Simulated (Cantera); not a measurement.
Feed: 1 mol CuO, 0.39 mol H₂, 0.69 mol N₂, equilibrated at 1973.15 K.

These are equilibrium values from Cantera (NASA tables, ideal gas, pure condensed phases), not measurements of a reactor. Candidate condensed phases: Cu, CuO, Cu(OH)₂, Cu₂O, H₂O; 27 gas species. Each liquid is taken as pure. Mutual solubility and eutectic melting of coexisting phases are not modelled. Rates play no part.

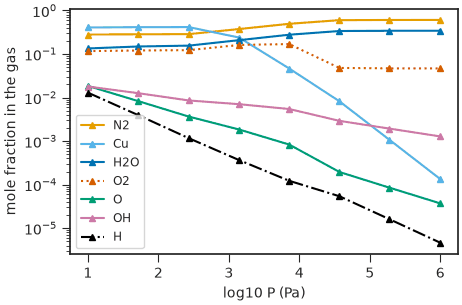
Figure: Equilibrium gas composition (values under 1e-9 drawn at 1e-9)

Read off the mole fractions at 1400 Pa.

N₂ about 0.37, Cu about 0.24, H₂O about 0.21, O₂ about 0.16, OH about 0.0070, O about 0.0018, H about 0.00037.
